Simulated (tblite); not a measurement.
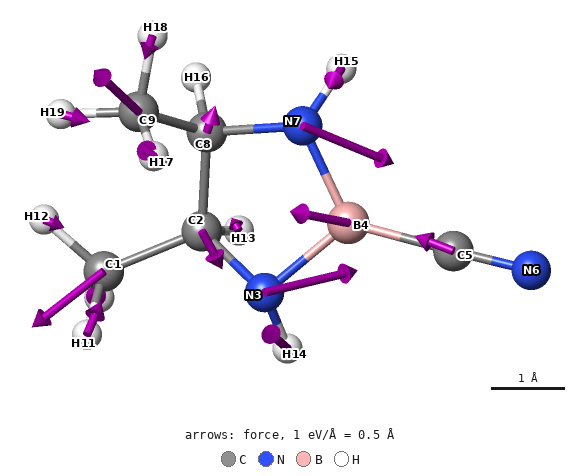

Starting geometry of C5H10BN3 with the computed forces as purple arrows. Style: ball-and-stick. Shown at a tilt.

These are results of GFN2-xTB geometry optimisation, gas phase in tblite 0.8.0, not measurements. 

Question: What follows when this structure is relaxed?

Answer: It isn't relaxed: the largest force vector, on an N atom, is 3.35 eV/Å. The final displacements have little in common with the starting forces (cosine between the two patterns 0.27). An H atom moves most after the best rigid fit: 0.98 Å. By element the largest moves are H 0.98 Å, N 0.76 Å, C 0.27 Å, B 0.12 Å. Some distances before and after: B–N 1.523 → 1.400 Å, B–N 1.491 → 1.401 Å, C–C 1.490 → 1.559 Å, H–N 1.058 → 1.004 Å. Among the angles between lasting bonds that change: B–N–H 108.3° → 130.4°, B–N–H 116.2° → 130.0°, C–N–H 104.3° → 117.4°. Groups turn about C–C by about 50°, C–C by about 25°. The energy falls by 146.2 kJ/mol in 126 geometry steps.
